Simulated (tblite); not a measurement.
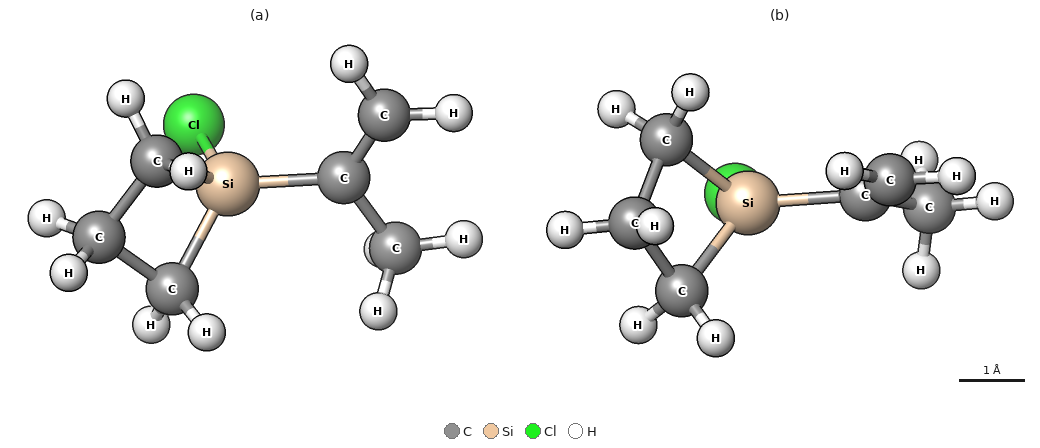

The structure of C$_{6}$H$_{11}$ClSi before (left) and after (right) a relaxation, at one scale.

A ball-and-stick model, seen at a tilt.

All numbers below come from GFN2-xTB geometry optimisation, gas phase (tblite 0.8.0). 

> Describe what moved and what it gained.

An H atom moves most after the best rigid fit: 1.94 Å. Largest moves by element: H 1.94 Å, Cl 1.26 Å, C 1.20 Å, Si 0.39 Å. Among the contacts that change: C–Si 1.819 → 1.893 Å, C–Si 1.865 → 1.913 Å, C–C 1.526 → 1.498 Å, C–C 1.570 → 1.543 Å. Among the angles between lasting bonds that change: C–C–C 95.7° → 100.6°, Si–C–H 113.5° → 118.1°, C–C–H 114.3° → 111.0°. Groups turn about C–Si by about 70°, C–C by about 40°, C–C by about 40°. Over 196 geometry steps the energy falls by 32.6 kJ/mol. The run took 1.5 s on 1 thread of Arm Neoverse V2 (shared host).
